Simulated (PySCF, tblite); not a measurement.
# C4H11NSi2: geometry, infrared bands and NMR shifts

Aim: predict the infrared bands and NMR shifts of C4H11NSi2 (`CN[Si@@H]1C=CC[SiH2]1`).

Programs: tblite 0.8.0 and PySCF 2.14.0, with density-fitted response routines of our own. Each step states its level of theory. These are calculated values for one molecule in the gas phase, unless marked as measured. Atoms are numbered from 0 throughout.

## (1) The molecule as given

18 atoms, charge 0, multiplicity 1; geometry from: force field or distance geometry start.

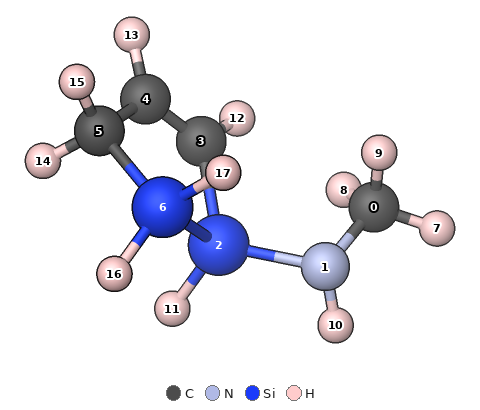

As it starts; carbon dark grey, nitrogen light blue, silicon blue, hydrogen pink, atoms numbered; sticks join atoms by distance.

## (2) Optimising the geometry with GFN2-xTB

The job: settings as JSON, then the geometry in Å.

```
{"job": {"kind": "relax", "xc": "GFN2-xTB", "basis": "xTB"}, "charge": 0, "multiplicity": 1}
C     -2.619100    -0.014200     0.215500
N     -1.786500    -1.010700    -0.457300
Si    -0.134900    -0.995000     0.248000
C      0.189600     0.536400     1.213200
C      1.309600     1.123500     1.011300
C      2.273200     0.626200     0.029200
Si     1.374200    -0.302400    -1.319500
H     -3.699000    -0.197400     0.061100
H     -2.375600     0.059200     1.302400
H     -2.397500     0.956900    -0.301100
H     -2.179200    -1.968100    -0.300700
H      0.273500    -2.225700     0.873800
H     -0.564400     0.894300     1.970000
H      1.568000     2.072100     1.581000
H      2.971700    -0.067600     0.583300
H      2.916800     1.429600    -0.387200
H      2.128600    -1.439300    -1.823900
H      0.742200     0.528500    -2.304900
```

Command:

```sh
$ OMP_NUM_THREADS=1 python probes_run.py task.json out
```

This one command runs all jobs of the session in turn.

Standard output:

```text
step      E/eV     max force
  0    -557.24024    4.162
  1    -557.53223    2.954
  2    -557.66012    0.696
  3    -557.70282    0.583
  4    -557.74638    0.604
  5    -557.79431    0.633
  6    -557.85019    0.622
  7    -557.89347    0.456
  8    -557.92120    0.401
  9    -557.94165    0.313
 10    -557.95793    0.287
 11    -557.97116    0.234
 12    -557.98009    0.179
 13    -557.98563    0.182
 14    -557.99009    0.160
 15    -557.99443    0.177
 16    -557.99867    0.172
 17    -558.00227    0.119
 18    -558.00507    0.127
 19    -558.00784    0.137
 20    -558.01123    0.138
 21    -558.01488    0.147
 22    -558.01813    0.142
 23    -558.02101    0.145
 24    -558.02415    0.141
 25    -558.02803    0.165
 26    -558.03202    0.158
 27    -558.03500    0.114
 28    -558.03731    0.106
 29    -558.03984    0.132
 30    -558.04278    0.144
 31    -558.04598    0.137
 32    -558.04919    0.128
 33    -558.05269    0.166
 34    -558.05679    0.224
 35    -558.06082    0.207
 36    -558.06375    0.118
 37    -558.06579    0.129
 38    -558.06773    0.141
 39    -558.06985    0.192
 40    -558.07228    0.158
 41    -558.07567    0.105
 42    -558.07766    0.125
 43    -558.08080    0.148
 44    -558.08339    0.155
 45    -558.08572    0.112
 46    -558.08755    0.125
 47    -558.08894    0.162
 48    -558.09046    0.120
 49    -558.09163    0.054
 50    -558.09242    0.069
 51    -558.09336    0.065
 52    -558.09440    0.063
 53    -558.09571    0.071
 54    -558.09727    0.088
 55    -558.09910    0.097
 56    -558.10110    0.117
 57    -558.10293    0.136
 58    -558.10487    0.162
 59    -558.10759    0.139
 60    -558.11292    0.211
 61    -558.11641    0.118
 62    -558.12031    0.142
 63    -558.12490    0.152
 64    -558.12997    0.163
 65    -558.13765    0.167
 66    -558.14361    0.208
 67    -558.14745    0.230
 68    -558.13217    0.629
 69    -558.15325    0.158
 70    -558.15521    0.133
 71    -558.15888    0.191
 72    -558.16009    0.229
 73    -558.16174    0.113
 74    -558.16477    0.137
 75    -558.16694    0.185
 76    -558.16877    0.148
 77    -558.17124    0.132
 78    -558.17372    0.095
 79    -558.17535    0.147
 80    -558.17753    0.170
 81    -558.17957    0.129
 82    -558.18175    0.135
 83    -558.18258    0.092
 84    -558.18380    0.081
 85    -558.18479    0.061
 86    -558.18538    0.057
 87    -558.18603    0.065
 88    -558.18659    0.055
 89    -558.18717    0.050
 90    -558.18777    0.047
 91    -558.18816    0.044
 92    -558.18861    0.043
 93    -558.18887    0.038
 94    -558.18905    0.036
 95    -558.18924    0.032
 96    -558.18949    0.037
 97    -558.18976    0.034
 98    -558.18996    0.029
 99    -558.19009    0.029
100    -558.19020    0.027
101    -558.19033    0.030
102    -558.19049    0.024
103    -558.19063    0.026
104    -558.19073    0.022
105    -558.19079    0.020
106    -558.19084    0.018
107    -558.19091    0.017
108    -558.19099    0.019
109    -558.19106    0.028
110    -558.19113    0.025
111    -558.19118    0.027
112    -558.19123    0.019
113    -558.19129    0.020
114    -558.19135    0.021
115    -558.19141    0.016
116    -558.19144    0.012
117    -558.19147    0.009
```

Wall time 0.95 s (1 thread of Arm Neoverse V1, shared host); peak memory 0.18 GiB.

Relaxation path: (not every step is listed)

| step | energy from step 0 (eV) | largest force (eV/Å) |
| --- | --- | --- |
| 0 | 0.0000 | 4.1622 |
| 1 | -0.2920 | 2.9544 |
| 2 | -0.4199 | 0.6957 |
| 3 | -0.4626 | 0.5834 |
| 4 | -0.5061 | 0.6042 |
| 5 | -0.5541 | 0.6331 |
| 6 | -0.6100 | 0.6215 |
| 7 | -0.6532 | 0.4559 |
| 8 | -0.6810 | 0.4006 |
| 18 | -0.7648 | 0.1273 |
| 28 | -0.7971 | 0.1061 |
| 38 | -0.8275 | 0.1413 |
| 48 | -0.8502 | 0.1202 |
| 58 | -0.8646 | 0.1618 |
| 68 | -0.8919 | 0.6288 |
| 78 | -0.9335 | 0.0948 |
| 88 | -0.9464 | 0.0552 |
| 98 | -0.9497 | 0.0293 |
| 108 | -0.9508 | 0.0193 |
| 112 | -0.9510 | 0.0186 |
| 113 | -0.9511 | 0.0198 |
| 114 | -0.9511 | 0.0212 |
| 115 | -0.9512 | 0.0163 |
| 116 | -0.9512 | 0.0117 |
| 117 | -0.9512 | 0.0092 |

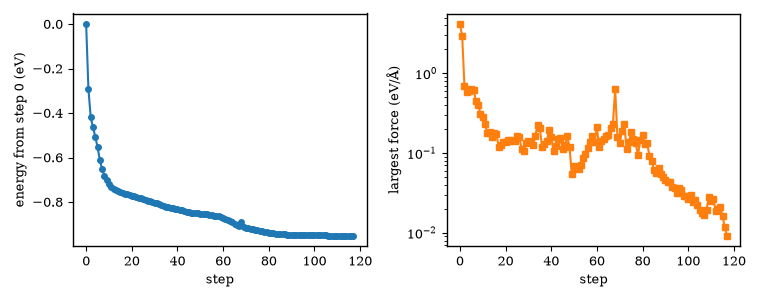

Energy and largest force along the relaxation.

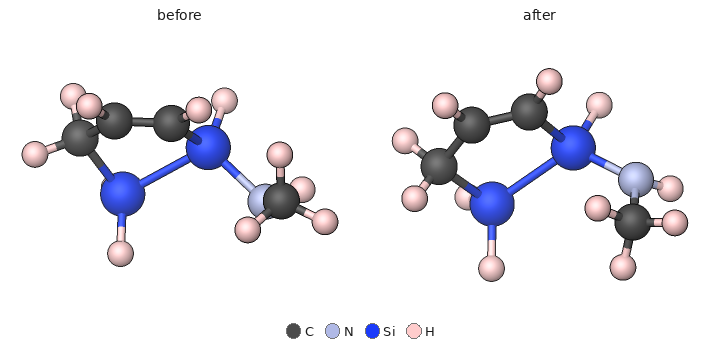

The geometry before (left) and after (right).

Close pairs (by a distance rule), those that changed most:

```
   bond  before (Å)  after (Å)  change (Å)
 N1–Si2       1.796      1.729      -0.067
 C5–Si6       1.868      1.920      +0.052
 Si2–C3       1.839      1.889      +0.050
 C4–H13       1.136      1.087      -0.049
  C3–C4       1.281      1.328      +0.048
 C3–H12       1.127      1.082      -0.045
 N1–H10       1.047      1.009      -0.038
Si6–H17       1.436      1.473      +0.037
```

The final coordinates are the input of the step that follows.

## (3) Vibrational analysis with GFN2-xTB

The job: settings as JSON, then the geometry in Å.

```
{"job": {"kind": "ir", "xc": "GFN2-xTB", "basis": "xTB"}, "charge": 0, "multiplicity": 1}
C     -2.553176     0.123789    -0.009693
N     -1.866802    -1.076883     0.402062
Si    -0.142361    -1.176969     0.478581
C      0.474524     0.225247     1.583340
C      1.426144     1.029018     1.121922
C      2.065345     0.889547    -0.226387
Si     1.207787    -0.477968    -1.265535
H     -2.600365     0.234539    -1.100068
H     -3.572724     0.126067     0.381402
H     -2.023481     0.982936     0.397479
H     -2.366172    -1.905101     0.115556
H      0.057158    -2.513531     1.056411
H      0.071543     0.395224     2.572607
H      1.802878     1.851706     1.724580
H      3.123738     0.658776    -0.078829
H      2.048303     1.862835    -0.722818
H      2.240123    -1.382483    -1.791233
H      0.598779     0.159571    -2.445314
```

Standard output:

```text
mode    cm-1     km/mol
  1      46.8      0.27
  2      62.3      0.55
  3     111.7      2.78
  4     141.7      1.67
  5     192.1      7.59
  6     279.8      2.81
  7     306.4      8.63
  8     338.9     23.29
  9     405.1     11.62
 10     444.9      2.90
 11     516.2     56.46
 12     532.9     46.44
 13     542.4    223.50
 14     572.4     36.25
 15     633.2    197.04
 16     666.2     77.25
 17     678.4     55.02
 18     698.7     45.90
 19     782.4     58.14
 20     790.5     14.20
 21     802.9    229.12
 22     830.7    185.10
 23     933.7      0.15
 24     993.2     24.80
 25    1063.4     17.62
 26    1111.6      5.49
 27    1116.0      4.01
 28    1147.5     19.71
 29    1154.9     83.53
 30    1259.5      5.41
 31    1323.5      0.65
 32    1362.2     42.42
 33    1422.1      0.46
 34    1463.9      9.28
 35    1493.0      3.83
 36    1503.5      2.08
 37    1656.7     69.15
 38    2158.6    128.66
 39    2173.6    625.19
 40    2190.3    355.43
 41    2891.5     65.68
 42    2937.0     39.15
 43    2965.1     26.62
 44    2971.3     62.57
 45    2984.6     96.93
 46    3021.6     21.92
 47    3047.4     65.04
 48    3445.1      3.87
```

It took 0.73 s on 1 thread of Arm Neoverse V1, shared host; peak memory 0.18 GiB.

The strongest bands and the atoms that carry them (share of the mass-weighted mode):

```
cm⁻¹  km/mol                         atoms
 542   223.5            H11 57 %, H16 22 %
 633   197.0  H17 38 %, H16 25 %, H11 13 %
 803   229.1            H17 42 %, H16 40 %
 831   185.1             Si2 35 %, N1 20 %
2159   128.7            H17 66 %, H11 26 %
2174   625.2            H11 69 %, H17 27 %
2190   355.4                      H16 92 %
2985    96.9                      H13 87 %
```

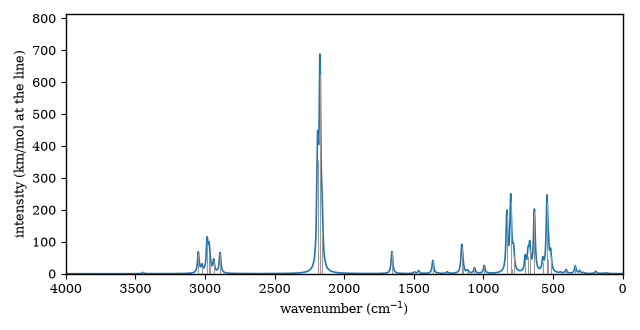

The infrared spectrum from these modes, unscaled. Lines are broadened to a width of 14 cm⁻¹ (Lorentzian).

## (4) NMR shieldings: PBE0/pcSseg-1

Same as in step 3 but for these lines:

```diff
@@ -1,2 +1,2 @@
-{"job": {"kind": "ir", "xc": "GFN2-xTB", "basis": "xTB"}, "charge": 0, "multiplicity": 1}
+{"job": {"kind": "nmr", "xc": "PBE0", "basis": "pcSseg-1"}, "charge": 0, "multiplicity": 1}
 C     -2.553176     0.123789    -0.009693
```

With the program's defaults for keys left out, this is: GIAO PBE0/pcSseg-1 NMR shielding, non-relativistic, gas phase.

Standard output:

```text
coarse grid: 15480 points
cycle   1  E = -792.1307940035  dE =  6.648e-01  |g| = 4.999e-01  |ddm| = 3.827e+00
cycle   2  E = -792.0906765634  dE =  4.012e-02  |g| = 6.448e-01  |ddm| = 1.252e+00
cycle   3  E = -792.1923234833  dE = -1.016e-01  |g| = 7.078e-02  |ddm| = 8.512e-01
cycle   4  E = -792.1931855502  dE = -8.621e-04  |g| = 3.621e-02  |ddm| = 1.128e-01
cycle   5  E = -792.1935059347  dE = -3.204e-04  |g| = 8.456e-03  |ddm| = 4.318e-02
cycle   6  E = -792.1935221154  dE = -1.618e-05  |g| = 3.920e-03  |ddm| = 1.119e-02
cycle   7  E = -792.1935257837  dE = -3.668e-06  |g| = 4.685e-04  |ddm| = 3.400e-03
final grid: 138768 points
cycle   8  E = -792.2318075377  dE = -2.557e-05  |g| = 8.113e-03  |ddm| = 2.478e-02
cycle   9  E = -792.2317977386  dE =  9.799e-06  |g| = 1.023e-02  |ddm| = 1.848e-02
cycle  10  E = -792.2318241684  dE = -2.643e-05  |g| = 7.740e-04  |ddm| = 1.104e-02
cycle  11  E = -792.2318242789  dE = -1.106e-07  |g| = 2.767e-04  |ddm| = 9.395e-04
cycle  12  E = -792.2318242953  dE = -1.637e-08  |g| = 5.309e-05  |ddm| = 2.814e-04
cycle  13  E = -792.2318242959  dE = -5.796e-10  |g| = 2.698e-05  |ddm| = 7.669e-05
converged SCF energy = -792.2318242959

GIAO shielding tensors (ppm)
atom      isotropic    diamagn.    paramagn.     s11        s22        s33       span
  0 C      155.342     245.208     -89.865    131.927    148.531    185.569     53.642
  1 N      252.334     322.002     -69.667    218.838    241.152    297.012     78.174
  2 Si     366.190     880.533    -514.343    306.041    378.729    413.799    107.758
  3 C       47.863     261.908    -214.045    -56.066     45.762    153.893    209.959
  4 C       22.582     254.769    -232.187   -104.386     18.940    153.194    257.580
  5 C      166.378     253.987     -87.610    150.494    155.070    193.568     43.074
  6 Si     449.803     881.625    -431.822    417.524    438.120    493.765     76.241
  7 H       29.082      29.962      -0.880     24.224     27.138     35.884     11.659
  8 H       28.934      27.622       1.311     23.814     26.628     36.358     12.544
  9 H       29.244      31.060      -1.816     24.603     29.485     33.644      9.041
 10 H       32.079      31.457       0.622     22.586     30.410     43.242     20.656
 11 H       26.182      29.418      -3.236     22.456     25.008     31.082      8.626
 12 H       25.275      31.672      -6.397     23.543     25.577     26.707      3.164
 13 H       24.255      30.475      -6.221     21.884     24.126     26.754      4.870
 14 H       29.740      29.438       0.301     24.781     27.739     36.699     11.918
 15 H       29.546      30.893      -1.347     24.646     27.862     36.130     11.483
 16 H       28.366      29.837      -1.471     24.544     26.012     34.542      9.998
 17 H       28.038      30.291      -2.254     25.077     25.468     33.568      8.491
```

It took 32 s on 1 thread of Arm Neoverse V1, shared host; peak memory 0.84 GiB.

The references, computed at this level on geometries of the same kind, shield at (ppm): 1H TMS 31.72, 13C TMS 186.9, 29Si TMS 349.2, 15N NH3 267.7. Their shielding less the atom's gives the shift. The references are single molecules in the gas phase, so shifts against H2O, NH3, PH3, H3PO4 or CFCl3 are not on the usual liquid scales and can be off by tens of ppm. Atoms listed in one row are averaged.

| atoms | environment | σ (ppm) | δ (ppm) | δ scaled to CDCl3 |
| --- | --- | --- | --- | --- |
| C4 | alkene CH | 22.6 | 164.3 | 158.5 |
| C3 | alkene CH | 47.9 | 139.1 | 133.8 |
| C0 | methyl carbon bonded to N | 155.3 | 31.6 | 28.9 |
| C5 | allylic sp3 CH2 bonded to Si | 166.4 | 20.5 | 18.1 |
| H13 | hydrogen on an alkene CH | 24.25 | 7.46 | 7.14 |
| H12 | hydrogen on an alkene CH | 25.28 | 6.44 | 6.18 |
| H11 | hydrogen on a silicon bonded to C, N, Si, in a 5-membered ring | 26.18 | 5.54 | – |
| H17 | hydrogen on a silicon bonded to C, Si, in a 5-membered ring | 28.04 | 3.68 | – |
| H16 | hydrogen on a silicon bonded to C, Si, in a 5-membered ring | 28.37 | 3.35 | – |
| H7, H8, H9 | hydrogen on a methyl carbon bonded to N | 29.09 | 2.63 | 2.59 |
| H15 | hydrogen on an allylic sp3 CH2 bonded to Si | 29.55 | 2.17 | 2.15 |
| H14 | hydrogen on an allylic sp3 CH2 bonded to Si | 29.74 | 1.98 | 1.97 |
| H10 | hydrogen on a nitrogen bonded to C, Si | 32.08 | -0.36 | – |
| N1 | nitrogen bonded to C, Si, H | 252.3 | 15.4 | – |
| Si2 | silicon bonded to C, N, Si, H, in a 5-membered ring | 366.2 | -17.0 | – |
| Si6 | silicon bonded to C, Si, 2 H, in a 5-membered ring | 449.8 | -100.6 | – |

The scaled column applies a straight-line fit of computed shieldings to shifts measured in CDCl3 (root-mean-square error 0.16 ppm for H, 1.9 ppm for C).

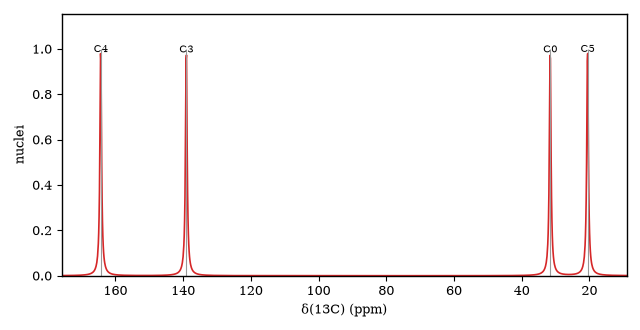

13C lines at the computed shifts, without couplings. Lines are broadened to a width of 0.58 ppm (Lorentzian).

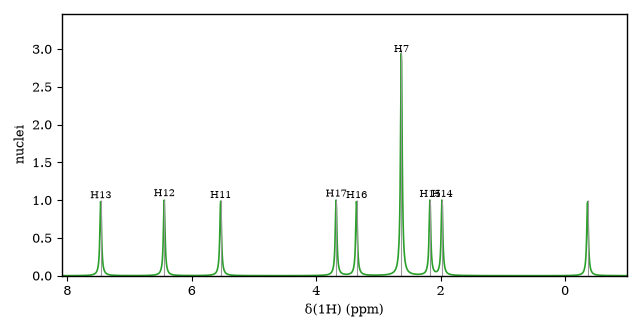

1H lines at the computed shifts, without couplings. Lines are broadened to a width of 0.03 ppm (Lorentzian).

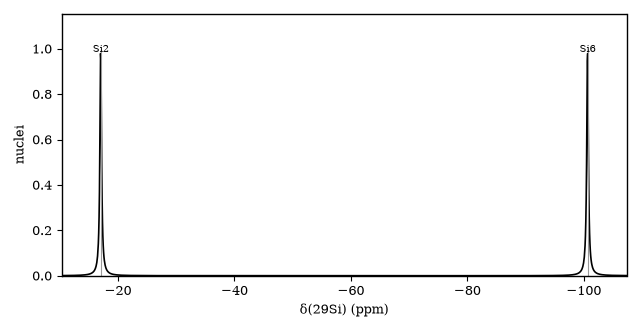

29Si lines at the computed shifts, without couplings. Lines are broadened to a width of 0.33 ppm (Lorentzian).

Charges from the same density, by scheme (e):

```csv
atoms,Mulliken,IAO,Hirshfeld,ESP fit
C0,-0.11,-0.30,-0.07,-0.06
N1,-0.68,-0.66,-0.25,-0.63
Si2,0.68,0.74,0.29,0.42
C3,-0.42,-0.46,-0.16,-0.42
C4,-0.14,-0.10,-0.03,-0.01
C5,-0.49,-0.54,-0.16,-0.11
Si6,0.29,0.37,0.22,0.18
```

Hirshfeld charges:

C0 -0.07; N1 -0.25; Si2 0.29; C3 -0.16; C4 -0.03; C5 -0.16; Si6 0.22; H7 0.03; H8 0.04; H9 0.04; H10 0.11; H11 -0.08; H12 0.04; H13 0.04; H14 0.04; H15 0.04; H16 -0.08; H17 -0.08

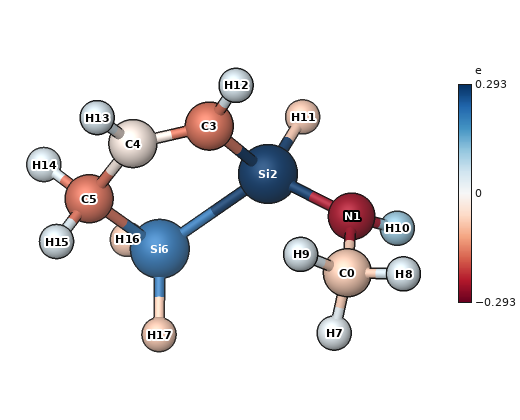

Hirshfeld charges, as colours on the atoms.

Mayer bond orders: C0–N1 0.98, N1–Si2 0.99, Si2–C3 0.88, C3–C4 1.91, C4–C5 1.05, C5–Si6 0.87, Si6–Si2 0.87.

Ring of atoms Si2, C3, C4, C5, Si6: NICS(0) -1.9, NICS(1) -3.1, NICS(1)zz -1.6 ppm (means of both faces).

## (5) Results

| quantity | value |
| --- | --- |
| strongest single infrared mode (GFN2-xTB) | 2174 cm⁻¹, 625 km/mol |
| zero-point energy (GFN2-xTB) | 86.0 kcal/mol |
| 13C shifts against TMS (PBE0/pcSseg-1) | 164.3, 139.1, 31.6, 20.5 ppm |
| 1H shifts against TMS (PBE0/pcSseg-1, means over atoms taken as alike) | 7.46, 6.44, 5.54, 3.68, 3.35, 2.63, 2.17, 1.98, -0.36 ppm |
| 15N shifts against NH3 (PBE0/pcSseg-1) | 15.4 ppm |
| 29Si shifts against TMS (PBE0/pcSseg-1) | -17.0, -100.6 ppm |

Relaxing lowered the energy by 0.951 eV in 117 steps; the close pair that moved most is N1–Si2, from 1.796 to 1.729 Å. All 48 modes are real, so the xTB geometry is a minimum. The strongest single mode, at 2174 cm⁻¹, moves mainly H11. Unscaled tight-binding wavenumbers are off by several per cent, some by more. Its intensities can rank the bands wrongly. At PBE0/pcSseg-1: Shielding is most anisotropic at C4 (span 258 ppm, paramagnetic term -232 ppm).
